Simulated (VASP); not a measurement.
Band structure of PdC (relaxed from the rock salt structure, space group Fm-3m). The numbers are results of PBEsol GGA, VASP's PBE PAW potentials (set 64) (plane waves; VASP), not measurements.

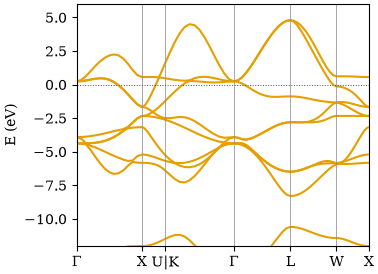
Figure: Bands along high-symmetry lines, zero at the valence-band maximum or, without a gap, the Fermi level

Question: Read the plot: is there a gap, and where are the band edges?

Answer: It has no gap at this level: it comes out as a metal or semimetal. (Edges off the drawn lines would not show.)

The structure was generated: PdC was put into the rock salt type (Fm-3m), which need not be its known phase. It was relaxed first, which changed the volume by -17 %.
